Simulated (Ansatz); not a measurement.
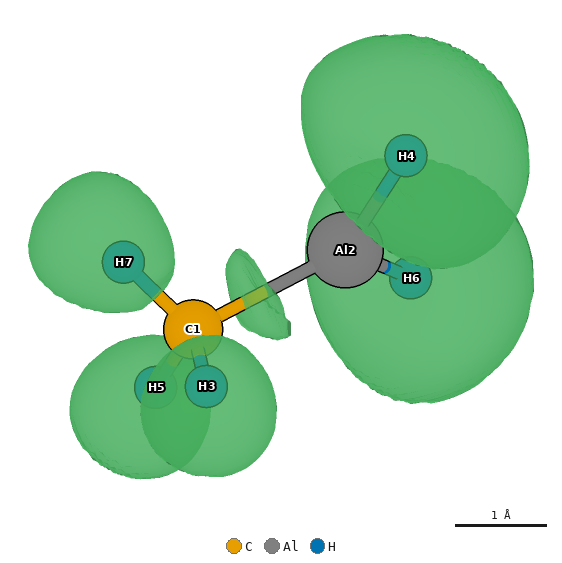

The picture shows: CH₅Al (SMILES [CH3][AlH2]). Isosurface of the ELF at 0.9 (green), seen at an oblique angle. Core shells and regions of very low density are left out.

Geometry: B3LYP-D3(BJ)/def2-SVP.

Theory: isolated molecule in a Gaussian basis; Kohn-Sham density functional theory, functional PBE0 (Ansatz).

| atom | x (Å) | y (Å) | z (Å) |
| --- | --- | --- | --- |
| C | -0.0586 | -0.5436 | -1.2469 |
| Al | 0.2593 | -0.1866 | 0.6541 |
| H | -0.8950 | 0.0756 | -1.6204 |
| H | 0.7229 | 1.2624 | 1.1165 |
| H | -0.3007 | -1.5965 | -1.4629 |
| H | 0.0561 | -1.3134 | 1.7570 |
| H | 0.8195 | -0.2632 | -1.8559 |

Question: Describe the localisation domains.

Answer: At this value the surface marks out one region between bonded Al–C atoms (shared pairs) and five regions around hydrogen nuclei. Profiles from the grid: C–Al (1.96 Å): the ELF peaks at about 0.95 in the valence shell of C, 0.7 Å from its nucleus, and is about 0.85 at the midpoint. C–H (1.10 Å): the ELF climbs to about 1 towards the hydrogen, as it does in any bond to H: a covalent bond by its length.
